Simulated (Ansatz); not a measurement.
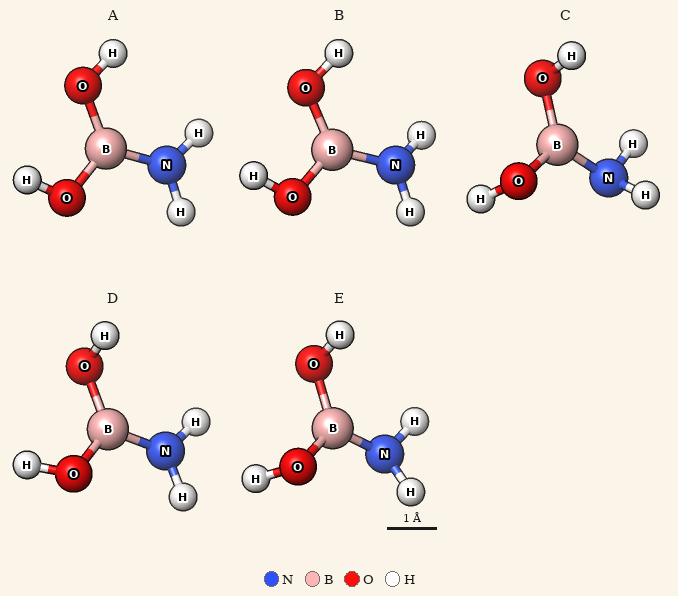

5 geometries from one relaxation of BNH4O2 (coarse preliminary run), in shuffled order. The picture is a ball-and-stick view, seen at a tilt.

The start comes from a force field.

Computed with RKS PBE-D4/def2-SVP (Ansatz 0.2.0). Set-up: force threshold 0.03 eV/Å; at most 200 steps.

Question: Order the frames from highest to lowest energy.

Answer: C, E, D, B, A. They are steps 0, 2, 4, 6, 12, at +26.8 kcal/mol, +15.3 kcal/mol, +6.78 kcal/mol, +1.27 kcal/mol relative to the last. Over 11 accepted moves (12 points after the start) the energy falls by 26.8 kcal/mol. The largest force component goes from 2.1 to 0.003 eV/Å. The line search rejected the trial step at point 8 of the run. The largest moves after the best rigid fit, 0.67 Å, are those of H atoms. Largest moves by element: H 0.67 Å, O 0.52 Å, N 0.40 Å, B 0.10 Å. Some distances before and after: H–N 1.084 → 1.016 Å, B–O 1.431 → 1.382 Å, H–N 1.064 → 1.018 Å, B–N 1.459 → 1.424 Å. Among the angles between lasting bonds that change: B–N–H 109.4° → 125.2°, H–N–H 104.3° → 114.0°, B–N–H 111.6° → 120.9°. Groups turn about B–O by about 90°, B–O by about 85°. The run took about 23 core-seconds on a shared host.
